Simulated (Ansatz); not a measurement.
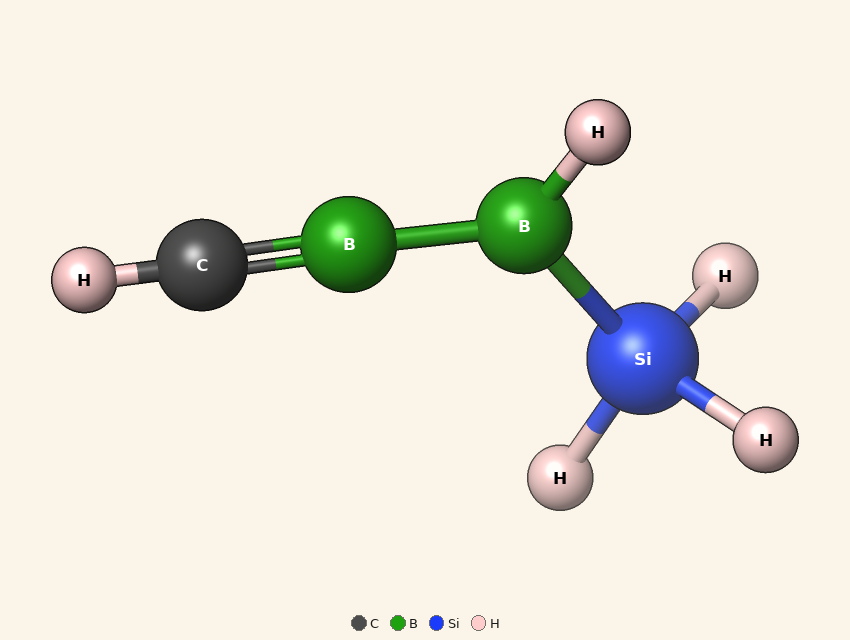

Orthographic view. Atoms fade into the background with distance from the viewer. Charge −1, singlet. The geometry was computed by an optimisation with PBE0-D4/def2-TZVPD. No frequency run is at hand to confirm it as a minimum.

> Write the InChI string.

InChI=1S/CH5B2Si/c1-2-3-4/h1,3H,4H3/q-1
